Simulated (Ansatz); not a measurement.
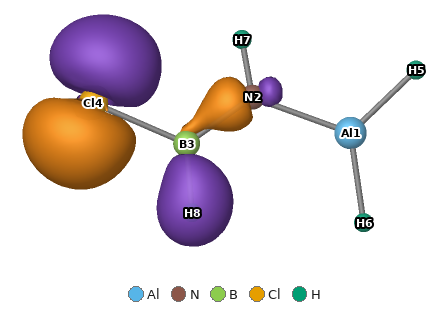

Figure 1: AlBClH4N. The HOMO at ±0.15 Å⁻³ᐟ² (orange and purple are the two phases), seen across its widest extent.

All numbers below come from RKS PBE/def2-SVP in Ansatz.

The calculation's input:

```
crystal:
  periodic: [false, false, false]
  atoms:
    - { symbol: Al, position_ang: [-1.2751, 0.70257, -0.60363] }
    - { symbol: "N", position_ang: [0.35417, 0.24108, 0.04603] }
    - { symbol: B, position_ang: [1.59128, 0.90017, 0.21087] }
    - { symbol: Cl, position_ang: [2.91136, 0.07496, 0.94167] }
    - { symbol: H, position_ang: [-2.58686, 0.15721, -0.01296] }
    - { symbol: H, position_ang: [-1.29801, 1.66958, -1.79856] }
    - { symbol: H, position_ang: [0.37563, -0.71705, 0.40316] }
    - { symbol: H, position_ang: [1.73246, 2.00982, -0.13411] }
basis:
  gaussian: { orbitals: def2-SVP }
hamiltonian:
  xc: pbe
relax:
  f_tol: 0.015
  max_steps: 40
output:
  orbitals: {}
```

Run with:

```sh
ansatz run input.yaml --threads 1 --pin off --max-ram 2048MiB --backend cpu --events-out ev --progress --plain --runs-dir out
```

The fields are those of the relaxed geometry.

What is the character of this orbital?

Answer. It lies mainly on Cl4 (about 75 %), B3 (about 10 %) and H8 (about 10 %); it is symmetric in the molecular plane (an in-plane orbital: σ, lone-pair or in-plane π type); largely a lone pair of Cl4. Its energy is −6.97 eV.
